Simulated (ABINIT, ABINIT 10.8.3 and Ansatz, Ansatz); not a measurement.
**YScB2O6 (R-3): Bethe-Salpeter spectra with ABINIT**

Aim: the absorption spectrum of YScB2O6 (R-3) with electron-hole interaction, and what each part of the kernel does.

Program: ABINIT 10.8.3 and Ansatz 0.2.0. Level of theory: LDA and many-body steps on it, plane waves. Results are calculated unless marked as measured.

### Step 1. The starting structure

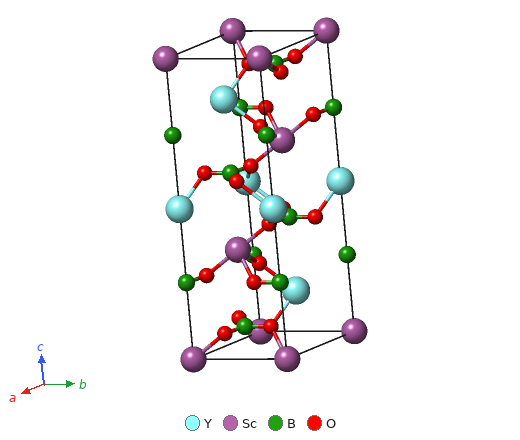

Start, viewed slightly off an axis; yttrium light teal, scandium purple, boron green, oxygen red. This picture shows the conventional cell, with its axes. Bonds to atoms that aren't drawn are left out. Some periodic images of atoms are drawn too.

The cell and positions are those that the Materials Project relaxed with its own functionals (PBE, PBE+U or r2SCAN), kept fixed.

### Step 2. Empty states on the mesh, 2×2×2 mesh, 95 bands

This step: ABINIT 10.8.3; DFT, LDA, plane waves, norm-conserving pseudopotentials.

The sums over transitions need many empty states on a uniform mesh; this step solves for them.

run.abi

```
acell 3*1.0 Angstrom
rprim 
  2.455259121368 1.417544514628 5.373024847406
  -2.455259121368 1.417544514628 5.373024847406
  0.000000000000 -2.835089029328 5.373024847387
ntypat 4
znucl 39 21 5 8
natom 10
typat 1 2 3 3 4 4 4 4 4 4
xred 
  0.500000000000 0.500000000000 0.500000000000
  0.000000000000 0.000000000000 0.000000000000
  0.255007000000 0.255007000000 0.255007000000
  0.744993000000 0.744993000000 0.744993000000
  0.233543000000 0.545880000000 0.981547000000
  0.981547000000 0.233543000000 0.545880000000
  0.545880000000 0.981547000000 0.233543000000
  0.018453000000 0.766457000000 0.454120000000
  0.454120000000 0.018453000000 0.766457000000
  0.766457000000 0.454120000000 0.018453000000
pp_dirpath "pseudos"
pseudos "Y.upf, Sc.upf, B.upf, O.upf"
ecut 36
ngkpt 2 2 2
nshiftk 1
shiftk 0 0 0
kptopt 1
chksymbreak 0
iscf -2
irdden 1
istwfk *1
nband 95
nbdbuf 8
tolwfr 1e-09
nstep 60
prtvol 0
indata_prefix "in"
outdata_prefix "out"
tmpdata_prefix "tmp"
```

The run is started by

```console
$ OMP_NUM_THREADS=1 mpirun -n 4 abinit run.abi > log
```

Numbers of over 12 decimals in the logs are rounded to 6 here.

Log:

```text
.Version 10.8.3 of ABINIT. v10.8.2 released Aug 2026.

 Symmetries : space group R-3 (#148); Bravais hR (rhombohedral)
[... echo of the input left out ...]
== DATASET  1 ==================================================================
-   mpi_nproc: 4, omp_nthreads: 1 (-1 if OMP is not activated)

--- !DatasetInfo
iteration_state: {dtset: 1, }
dimensions: {natom: 10, nkpt: 4, mband: 95, nsppol: 1, nspinor: 1, nspden: 1, mpw: 7863, }
cutoff_energies: {ecut:  36.0, pawecutdg:  -1.0, }
[...]
1.04471    1.05068    1.05068    1.07211    1.15328    1.15328    1.15467    1.15467
   1.16001    1.19771    1.19771    1.20053    1.21798    1.21798    1.24431    1.25489
   1.25489    1.25834    1.25834    1.29249    1.29249    1.32259    1.33549
 prteigrs : prtvol=0 or 1, do not print more k-points.

== END DATASET(S) ==============================================================
================================================================================

 -outvars: echo values of variables after computation  --------
            nband          95
             nkpt           4
          spgroup         148
 [... the other variables as echoed above ...]

 Calculation completed.
```

Elapsed: 53 s, on 4 MPI ranks of Arm Neoverse N1, shared host; peak memory 0.43 GiB; 3.5 min of CPU time.

This step gave:

* gap: 4.393 eV
* k of the valence top: 0.5, 0.5, 0
* k of the conduction bottom: 0.5, 0.5, 0
* least direct gap: 4.393 eV
* k points computed: 4
* lowest point of the top converged band, above the valence top: 30.11 eV

On this mesh the gap is 4.393 eV.

The density comes from a self-consistent run that is not shown.

### Step 3. Screening, 2×2×2 mesh, 87 bands, screening to 98 eV

The RPA dielectric matrix is built and inverted for each q.

This step: RPA screening on LDA, plane waves, norm-conserving pseudopotentials.

Edit run.abi of step 2 so:

```diff
@@ -28,10 +28,11 @@
 chksymbreak 0
-iscf -2
-irdden 1
 istwfk *1
-nband 95
-nbdbuf 8
-tolwfr 1e-09
-nstep 60
-prtvol 0
+occopt 1
+irdwfk 1
+optdriver 3
+nband 87
+ecuteps 3.6
+inclvkb 2
+awtr 1
+symchi 1
 indata_prefix "in"
```

Log:

```text
.Version 10.8.3 of ABINIT. v10.8.2 released Aug 2026.

 Symmetries : space group R-3 (#148); Bravais hR (rhombohedral)
[... echo of the input left out ...]
== DATASET  1 ==================================================================
-   mpi_nproc: 4, omp_nthreads: 1 (-1 if OMP is not activated)

--- !DatasetInfo
iteration_state: {dtset: 1, }
dimensions: {natom: 10, nkpt: 4, mband: 87, nsppol: 1, nspinor: 1, nspden: 1, mpw: 7863, }
cutoff_energies: {ecut:  36.0, pawecutdg:  -1.0, }
[...]
--------------------------------------------------------------------------------
[... chi0 elements left out ...]
 For q-point:  0.000010 0.000020 0.000030
  dielectric constant =   3.5089
  dielectric constant without local fields =   3.7389

  Average fulfillment of the sum rule on Im[epsilon] for q-point    1 :     36.90  [%]
[... wings left out ...]
  q-point number  2        q = ( 0.500000, 0.000000, 0.000000) [r.l.u.]
--------------------------------------------------------------------------------
[... chi0 elements left out ...]
  Average fulfillment of the sum rule on Im[epsilon] for q-point    2 :     44.47  [%]

 [... 2 further q-points ...]
```

It took 67 s on 4 MPI ranks; peak memory 1.8 GiB.

This step gave:

| Quantity | Value |
| --- | --- |
| ε∞ with local fields, on this mesh, along the program's q direction | 3.509 |
| the same without local fields | 3.739 |
| plasma frequency | 28.04 eV |
| plane waves in the screening matrix | 243 |

Local fields lower ε∞ by 6 %. On a Γ-centred mesh this coarse the value itself is usually too large, while a short band sum pulls it down.

### Step 4. Self-energy, 2×2×2 mesh, 87 bands, screening to 98 eV

The self-energy is evaluated for the states that the input lists, and the levels follow from it, in one-shot runs by the linearised quasiparticle equation.

This step: G0W0 on LDA, plane waves, norm-conserving pseudopotentials.

Edit run.abi of step 3 so:

```diff
@@ -31,8 +31,17 @@
 irdwfk 1
-optdriver 3
+optdriver 4
 nband 87
+gwcalctyp 0
+ecutsigx 36
+symsigma 1
+nkptgw 2
+kptgw 
+  0.5000000000 0.5000000000 0.0000000000
+  0.0000000000 0.0000000000 0.0000000000
+bdgw 
+  31 34
+  31 34
 ecuteps 3.6
-inclvkb 2
-awtr 1
-symchi 1
+irdscr 1
+ppmodel 1
 indata_prefix "in"
```

Log:

```text
.Version 10.8.3 of ABINIT. v10.8.2 released Aug 2026.

 Symmetries : space group R-3 (#148); Bravais hR (rhombohedral)
[... echo of the input left out ...]
== DATASET  1 ==================================================================
-   mpi_nproc: 4, omp_nthreads: 1 (-1 if OMP is not activated)

--- !DatasetInfo
iteration_state: {dtset: 1, }
dimensions: {natom: 10, nkpt: 4, mband: 87, nsppol: 1, nspinor: 1, nspden: 1, mpw: 7863, }
cutoff_energies: {ecut:  36.0, pawecutdg:  -1.0, }
[...]
Band     E0 <VxcDFT>   SigX SigC(E0)      Z dSigC/dE  Sig(E)    E-E0       E
[...]
33   8.242 -18.002  -9.593  -4.374   0.810  -0.235 -14.734   3.269  11.511
       34   8.242 -18.002  -9.593  -4.374   0.810  -0.235 -14.734   3.269  11.511

== END DATASET(S) ==============================================================
================================================================================

 -outvars: echo values of variables after computation  --------
           etotal      0.0000000000E+00
            nband          87
             nkpt           4
          spgroup         148
 [... the other variables as echoed above ...]

 Calculation completed.
```

Wall time 16 s (4 MPI ranks); peak memory 1.2 GiB.

Numbers from this step:

```
G0W0 gap on the points computed              : 7.592 eV
starting gap on the mesh                     : 4.393 eV
k of the valence top                         : 0.5, 0.5, 0
k of the conduction bottom                   : 0.5, 0.5, 0
least direct G0W0 gap on the computed points : 7.592 eV
```

The gap on the mesh goes from 4.39 eV to 7.59 eV, a correction of +3.20 eV.

The gap opens by 3.199 eV; the next steps shift the empty bands rigidly by 3.199 eV.

### Step 5. Excitons

Optical absorption needs the electron-hole interaction, solved here in a basis of vertical transitions on the mesh.

This step: Bethe-Salpeter equation on LDA with a scissors shift, plane waves, norm-conserving pseudopotentials.

Edit run.abi of step 4 so:

```diff
@@ -31,17 +31,17 @@
 irdwfk 1
-optdriver 4
-nband 87
-gwcalctyp 0
-ecutsigx 36
-symsigma 1
-nkptgw 2
-kptgw 
-  0.5000000000 0.5000000000 0.0000000000
-  0.0000000000 0.0000000000 0.0000000000
-bdgw 
-  31 34
-  31 34
+optdriver 99
+bs_calctype 1
+mbpt_sciss 3.199 eV
+bs_loband 16
+nband 46
+bs_exchange_term 1
+bs_coulomb_term 11
+bs_coupling 0
+bs_algorithm 1
+bs_freq_mesh 0 14 0.1 eV
+zcut 0.15 eV
 ecuteps 3.6
+ecutwfn 18
+inclvkb 2
 irdscr 1
-ppmodel 1
 indata_prefix "in"
```

Log:

```text
.Version 10.8.3 of ABINIT. v10.8.2 released Aug 2026.

 Symmetries : space group R-3 (#148); Bravais hR (rhombohedral)
[... echo of the input left out ...]
== DATASET  1 ==================================================================
-   mpi_nproc: 4, omp_nthreads: 1 (-1 if OMP is not activated)

--- !DatasetInfo
iteration_state: {dtset: 1, }
dimensions: {natom: 10, nkpt: 4, mband: 46, nsppol: 1, nspinor: 1, nspden: 1, mpw: 2780, }
cutoff_energies: {ecut:  18.0, pawecutdg:  -1.0, }
electrons: {nelect:   6.40000000E+01, charge:   0.00000000E+00, occopt:   1.00000000E+00, tsmear:   1.00000000E-02, }

 Exciton: Calculation of dielectric properties by solving the Bethe-Salpeter equation
 in frequency domain and reciprocal space on a transitions basis set.
 Based on a program developed by L. Reining, V. Olevano, F. Sottile,
 S. Albrecht, and G. Onida. Incorporated in ABINIT by M. Giantomassi.

.Using double precision arithmetic ; gwpc =  8

[... cell and pseudopotentials left out ...]
--------------------------------------------------------------------------------

 ==== K-mesh for the wavefunctions ====
 Number of points in the irreducible wedge :     4
[... list of points left out ...]
 Together with  6 symmetry operations and time-reversal symmetry
 yields     8 points in the full Brillouin Zone.

 ==== Q-mesh for the screening function ====
 Number of points in the irreducible wedge :     4
[... list of points left out ...]
 Together with  6 symmetry operations and time-reversal symmetry
 yields     8 points in the full Brillouin Zone.

 vcoul_init : cutoff-mode = AUXILIARY_FUNCTION
 q-points for optical limit:   1
     1)      0.000010    0.000020    0.000030
 setmesh: FFT mesh size selected  =    32x   32x   32
          total number of points  =        32768

 ==== Fundamental parameters for the solution of the Bethe-Salpeter equation: ====
 Algorithm: Direct diagonalization.
 Dimension of the v, W matrices,  npweps  = 243
 Cutoff for the wavefunctions,    npwwfn  = 2749
 Number of k-points in the IBZ,   nkibz   = 4
 Highest empty band included,     nband   = 46
 === Spin UP ===
 Number of resonant transitions          1904
 Lowest occupied state                   16
 Highest occupied state                  32
 Lowest unoccupied state                 33
 Highest unoccupied state                46
 Minimum frequency [eV]           Emin    =   0.00
 Maximum frequency [eV]           Emax    =  14.00
 Frequency step [eV]              dE      =   0.10
 Lorentzian broadening [eV]       eta     =   0.15
 RPA L0 with KS energies and KS wavefunctions
 Scissors operator energy [eV] =          3.20
 Local fields effects (v term) included
 Excitonic effects (W term) included
 Full W_GG' included
 W is read from an external SCR file
 Resonant-only calculation (Hermitian case)

 Calculating epsilon_Macro(q-->0,w), along the following directions:
 q = (  1.236703  0.000000  0.000000) [r.l.u.]
 q = (  0.000000  1.236703  0.000000) [r.l.u.]
 q = (  0.000000  0.000000  1.236703) [r.l.u.]
 q = (  0.738442 -0.738442 -0.000000) [r.l.u.]
 q = (  0.426340  0.426340 -0.852679) [r.l.u.]
 q = (  1.615987  1.615987  1.615987) [r.l.u.]
 Number of electrons calculated from density =   63.9351; Expected =   64.0000
 average of density, n =  0.084438
 r_s =    1.4140
 omega_plasma =   28.0301 [eV]

. Writing resonant excitonic Hamiltonian on file out_BSR; file size=   0.03 [Gb].
 Direct diagonalization of the resonant excitonic Hamiltonian, Matrix size= 1904
. Using LAPACK sequential version.
 Excitonic eigenvalues in eV up to n=   32
   6.40268   6.52131   6.52133   6.84227   6.84954   6.87818   6.87822   6.92603
   6.92608   6.99451   6.99455   7.02631   7.09522   7.09537   7.14109   7.14236
   7.18521   7.21904   7.21914   7.23348   7.23368   7.24464   7.29144   7.30681
   7.30702   7.31032   7.31060   7.34550   7.34551   7.39103   7.39112   7.40922

 First excitonic eigenvalue=    6.40 [eV]
 Last  excitonic eigenvalue=   18.19 [eV]

 GW  direct gap       7.59  0.00 [eV]
 EXC direct gap       6.40  0.00 [eV]
 EXC binding energy   1.19  0.00 [eV]

 Excitonic eigenvalues up to the GW energy gap [eV]
  1 (  6.40  0.00)
  2 (  6.52  0.00)
  3 (  6.52  0.00)
  4 (  6.84  0.00)
  5 (  6.85  0.00)
  6 (  6.88  0.00)
[...]
43 (  7.55  0.00)
 44 (  7.55  0.00)
 45 (  7.57  0.00)

 Macroscopic dielectric function:
 omega [eV] <KS_RPA_nlf>  <GW_RPA_nlf>  <BSE>
   0.0000   3.0350   0.0000   2.4389   0.0000   2.7380   0.0000
   0.1000   3.0354   0.0011   2.4391   0.0004   2.7382   0.0006
   0.2000   3.0365   0.0023   2.4394   0.0007   2.7388   0.0013
   0.3000   3.0384   0.0034   2.4400   0.0011   2.7399   0.0019
   0.4000   3.0411   0.0045   2.4409   0.0015   2.7414   0.0026
   0.5000   3.0445   0.0057   2.4420   0.0018   2.7434   0.0033
   0.6000   3.0487   0.0069   2.4433   0.0022   2.7458   0.0039
   0.7000   3.0536   0.0081   2.4449   0.0026   2.7486   0.0046
   0.8000   3.0594   0.0093   2.4467   0.0029   2.7519   0.0053
   0.9000   3.0660   0.0105   2.4488   0.0033   2.7556   0.0060

 Writing KS-RPA macroscopic dielectric function without local fields to file: out_RPA_NLF_MDF
 Writing GW-RPA macroscopic dielectric function without local fields to file: out_GW_NLF_MDF
 Writing EXC Macroscopic dielectric function to file: out_EXC_MDF

== END DATASET(S) ==============================================================
================================================================================

 -outvars: echo values of variables after computation  --------
           etotal      0.0000000000E+00
            nband          46
             nkpt           4
          spgroup         148
 [... the other variables as echoed above ...]

 Calculation completed.
```

The job ended after 6.3 min (4 MPI ranks; peak memory 0.63 GiB; 25 min of CPU time).

Numbers from this step:

```
direct gap of the transition levels                            : 7.592 eV
transitions in the window                                      : 1904
first strong exciton (over a fiftieth of the strongest listed) : 6.403 eV
lowest state                                                   : 6.403 eV
binding of the lowest state below the direct gap               : 1.189 eV
Coulomb term of one mesh cell                                  : 1.208 eV
```

The binding is 0.98 times the screened Coulomb term of one mesh cell (1.21 eV), so it is not shown settled.

The lowest state lies at 6.403 eV, 1.189 eV under the direct gap.

Lines within 3 meV are set at the lowest of them, and the highest group, which the list may cut short, is left out; lines within 3 meV are set at the lowest of them, and the highest group, which the list may cut short, is left out. Lines of the exciton spectrum (strongest = 100):

```csv
position (eV),lines merged,"oscillator strength, relative"
6.403,1,18
6.521,2,0.4
6.842,1,0.0
6.849,1,0.5
6.878,2,100
6.926,2,0.2
6.995,2,16
7.026,1,4.1
```

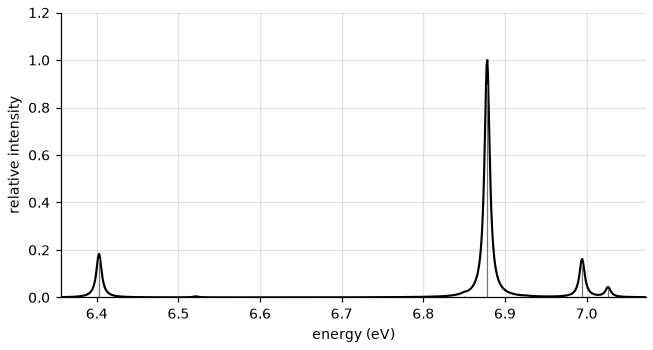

The exciton spectrum, broadened with Lorentzians of width 0.0078 eV; bars mark the lines.

The ε₂ has structure finer than the step of the table below, so its rows give means over 1 eV, whole bins alone (the curve runs from 0 to 13.9 eV). Peaks (eV: height): BSE 8.1: 6.32, 8.8: 5.49, 10.6: 5.07; no electron-hole interaction 9.2: 4.49, 10.0: 4.40, 12.1: 5.63; Kohn-Sham, no shift 6.0: 4.49, 6.8: 4.40, 8.9: 5.63.

Mean over the three Cartesian directions of q; broadening 0.15 eV; transition window only. Limits: finite bands, cutoff and mesh; no spin-orbit coupling; coarse k mesh; exciton not shown settled in the k mesh. The ε₂ by photon energy; means over each step:

| photon energy (eV) | BSE | no electron-hole interaction | Kohn-Sham, no shift |
| --- | --- | --- | --- |
| 1 | 0.00654 | 0.00366 | 0.0118 |
| 2 | 0.0143 | 0.00776 | 0.0275 |
| 3 | 0.0251 | 0.0129 | 0.0577 |
| 4 | 0.0434 | 0.0202 | 0.234 |
| 5 | 0.0844 | 0.0320 | 1.26 |
| 6 | 0.342 | 0.0557 | 3.22 |
| 7 | 2.12 | 0.157 | 3.53 |
| 8 | 4.72 | 1.000 | 3.76 |
| 9 | 4.48 | 3.02 | 4.59 |
| 10 | 4.43 | 3.49 | 3.59 |
| 11 | 4.09 | 3.53 | 2.15 |
| 12 | 2.04 | 4.65 | 1.45 |
| 13 | 1.10 | 3.72 | 0.698 |

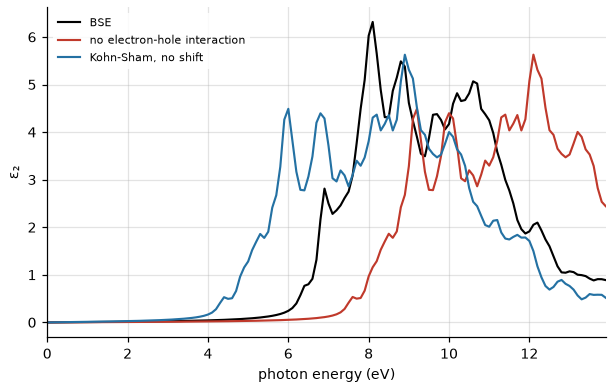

ε₂, plotted against photon energy.

### Step 6. Triplet (no exchange term)

Edit run.abi of step 5 so:

```diff
@@ -34,5 +34,5 @@
 mbpt_sciss 3.199 eV
-bs_loband 16
-nband 46
-bs_exchange_term 1
+bs_loband 22
+nband 42
+bs_exchange_term 0
 bs_coulomb_term 11
@@ -40,3 +40,3 @@
 bs_algorithm 1
-bs_freq_mesh 0 14 0.1 eV
+bs_freq_mesh 0 12 0.1 eV
 zcut 0.15 eV
```

Log:

```text
.Version 10.8.3 of ABINIT. v10.8.2 released Aug 2026.

 Symmetries : space group R-3 (#148); Bravais hR (rhombohedral)
[... echo of the input left out ...]
== DATASET  1 ==================================================================
-   mpi_nproc: 4, omp_nthreads: 1 (-1 if OMP is not activated)

--- !DatasetInfo
iteration_state: {dtset: 1, }
dimensions: {natom: 10, nkpt: 4, mband: 42, nsppol: 1, nspinor: 1, nspden: 1, mpw: 2780, }
cutoff_energies: {ecut:  18.0, pawecutdg:  -1.0, }
electrons: {nelect:   6.40000000E+01, charge:   0.00000000E+00, occopt:   1.00000000E+00, tsmear:   1.00000000E-02, }

 Exciton: Calculation of dielectric properties by solving the Bethe-Salpeter equation
 in frequency domain and reciprocal space on a transitions basis set.
 Based on a program developed by L. Reining, V. Olevano, F. Sottile,
 S. Albrecht, and G. Onida. Incorporated in ABINIT by M. Giantomassi.

.Using double precision arithmetic ; gwpc =  8

[... cell and pseudopotentials left out ...]
--------------------------------------------------------------------------------

 ==== K-mesh for the wavefunctions ====
 Number of points in the irreducible wedge :     4
[... list of points left out ...]
 Together with  6 symmetry operations and time-reversal symmetry
 yields     8 points in the full Brillouin Zone.

 ==== Q-mesh for the screening function ====
 Number of points in the irreducible wedge :     4
[... list of points left out ...]
 Together with  6 symmetry operations and time-reversal symmetry
 yields     8 points in the full Brillouin Zone.

 vcoul_init : cutoff-mode = AUXILIARY_FUNCTION
 q-points for optical limit:   1
     1)      0.000010    0.000020    0.000030
 setmesh: FFT mesh size selected  =    32x   32x   32
          total number of points  =        32768

[...]
average of density, n =  0.084438
 r_s =    1.4140
 omega_plasma =   28.0301 [eV]

. Writing resonant excitonic Hamiltonian on file out_BSR; file size=   0.01 [Gb].
 Direct diagonalization of the resonant excitonic Hamiltonian, Matrix size= 880
. Using LAPACK sequential version.
 Excitonic eigenvalues in eV up to n=   32
   6.36563   6.51146   6.51149   6.74006   6.80246   6.80248   6.84649   6.89750
   6.89755   6.96805   6.96810   7.01793   7.07988   7.08006   7.11123   7.11183
   7.11198   7.11366   7.14279   7.19269   7.19270   7.21945   7.29157   7.29287
   7.29307   7.30429   7.30450   7.33441   7.33444   7.37252   7.37264   7.39297

 First excitonic eigenvalue=    6.37 [eV]
 Last  excitonic eigenvalue=   14.00 [eV]

 GW  direct gap       7.59  0.00 [eV]
 EXC direct gap       6.37  0.00 [eV]
 EXC binding energy   1.23  0.00 [eV]

 Excitonic eigenvalues up to the GW energy gap [eV]
  1 (  6.37  0.00)
  2 (  6.51  0.00)
  3 (  6.51  0.00)
[...]
45 (  7.55  0.00)
 46 (  7.56  0.00)

 Macroscopic dielectric function:
 omega [eV] <KS_RPA_nlf>  <GW_RPA_nlf>  <BSE>
   0.0000   2.4597   0.0000   2.0002   0.0000   2.2092   0.0000
   0.1000   2.4600   0.0010   2.0003   0.0003   2.2094   0.0005
   0.2000   2.4610   0.0019   2.0006   0.0006   2.2099   0.0010
[...]
0.8000   2.4805   0.0079   2.0065   0.0024   2.2204   0.0042
   0.9000   2.4861   0.0090   2.0081   0.0027   2.2234   0.0048

 Writing KS-RPA macroscopic dielectric function without local fields to file: out_RPA_NLF_MDF
 Writing GW-RPA macroscopic dielectric function without local fields to file: out_GW_NLF_MDF
 Writing EXC Macroscopic dielectric function to file: out_EXC_MDF

== END DATASET(S) ==============================================================
================================================================================

 -outvars: echo values of variables after computation  --------
           etotal      0.0000000000E+00
            nband          42
             nkpt           4
          spgroup         148
 [... the other variables as echoed above ...]

 Calculation completed.
```

It took 88 s on 4 MPI ranks; peak memory 0.51 GiB; 5.9 min of CPU time.

The lowest triplet lies at 6.366 eV; without spin-orbit coupling triplets are dark, so no spectrum is read.

[end of part 1 of 2]

[Paths, hosts, dates, memory and timing lines, banners, echoed tables and standing remarks are left out of the program output.]

[Logs are printed without paths, hosts, clocks, repeated set-up lines and the standing remarks that a program may print on its own settings, such as how far it seeks lower states.]

[Runs of the session that timed out or met a known fault of the program may be left out.]

[Hosts, paths, dates, database ids (printed as entryN), source tags and the programs' standing remarks are cut or masked in the printed files.]

[G0W0 gaps are taken among the corrected bands and points alone; a level outside them can change the order at an edge.]

[Where Ansatz stands beside ABINIT at settings called matched, ABINIT's density can come from a denser mesh and the files from another edition; pairs whose starting gaps differed by over 0.03 eV were left out, so agreement reads better than it is.]
